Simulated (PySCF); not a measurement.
```xyz
16
charge 0, multiplicity 1
C    -2.6899    0.9112    0.1042
C    -1.6981    0.4704   -0.6788
Si   -0.5542   -0.9368   -0.2113
C     1.2065   -0.3078    0.0079
C     2.1879   -0.7855   -0.7705
C     1.4490    0.7396    1.0564
H    -3.3306    1.7521   -0.1857
H    -2.9104    0.4477    1.0729
H    -1.5310    0.9807   -1.6374
H    -0.5502   -1.9955   -1.2681
H    -1.0639   -1.5128    1.0753
H     3.2216   -0.4291   -0.6740
H     2.0050   -1.5502   -1.5321
H     2.4979    1.0746    1.0686
H     0.8058    1.6205    0.8937
H     1.2000    0.3575    2.0610
```

Work out the structure from the coordinates.

Formula C5H10Si. Its SMILES string is `C=C[SiH2]C(=C)C`. It has no ring. Among its groups: alkene, Si–H bond. This geometry has C1 symmetry. Coordination: 4 C trigonal planar; 1 Si tetrahedral; 1 C tetrahedral.

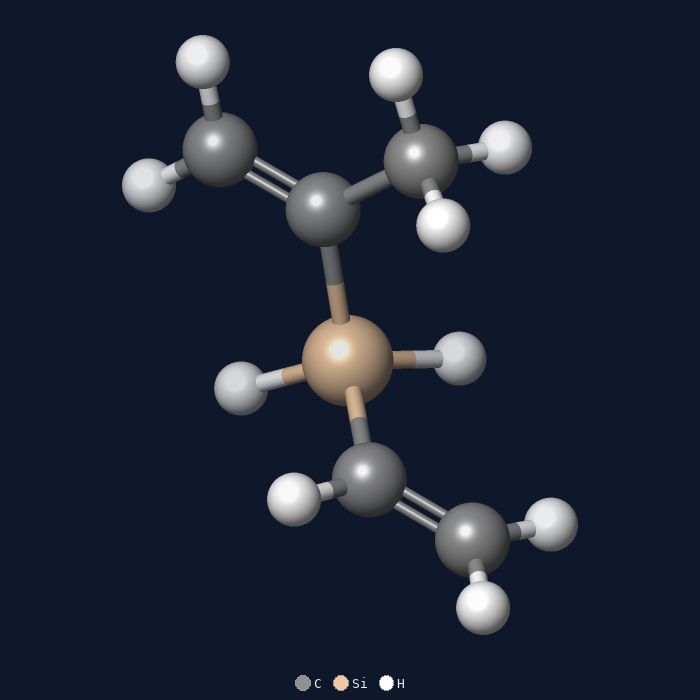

Source: calculation with PySCF.
